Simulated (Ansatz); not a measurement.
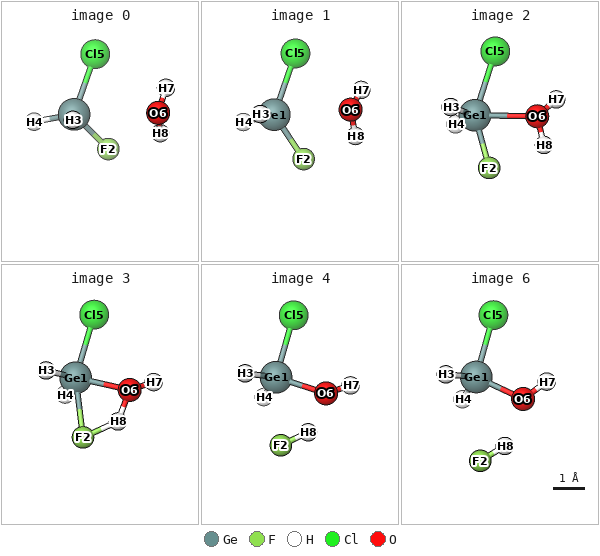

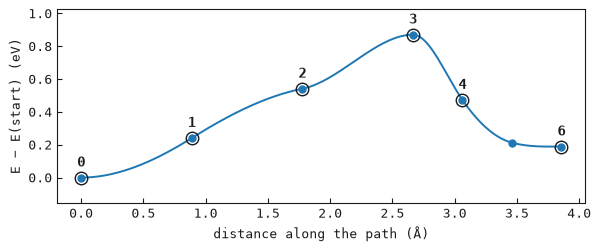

A nudged-elastic-band calculation for GeH4OClF. Images are numbered from 0 (start) to 6 (end). The picture is a ball-and-stick view, seen at a tilt.

These are results of RKS BHLYP-D4/def2-SVP (Ansatz 0.2.0), not measurements. Run with 5 movable images; climbing image; force threshold 0.05 eV/Å; iteration limit 60; starting path through a guess of the saddle point.

### Describe the mechanism and the energy profile.

Breaking: Ge1–F2 (1.74 → 2.05 at the top → 2.88 Å), O6–H8 (0.96 → 1.10 at the top → 1.68 Å). Forming: F2–H8 (2.11 → 1.26 at the top → 0.93 Å), Ge1–O6 (2.97 → 1.92 at the top → 1.78 Å). The highest point, image 3, lies 0.87 eV above the start and 0.68 eV above the end; the end is at +0.19 eV relative to the start. The band converged in 15 iterations. The largest component of the band force went from 5.1 to 0.032 eV/Å. The climbing image converged on the top of the path. Its vibrational analysis gives one imaginary mode (666i cm⁻¹), as a transition state must have.

The run took 5.4 min on 2 threads of Arm Neoverse N1, on a shared host, peak memory 0.24 GiB.
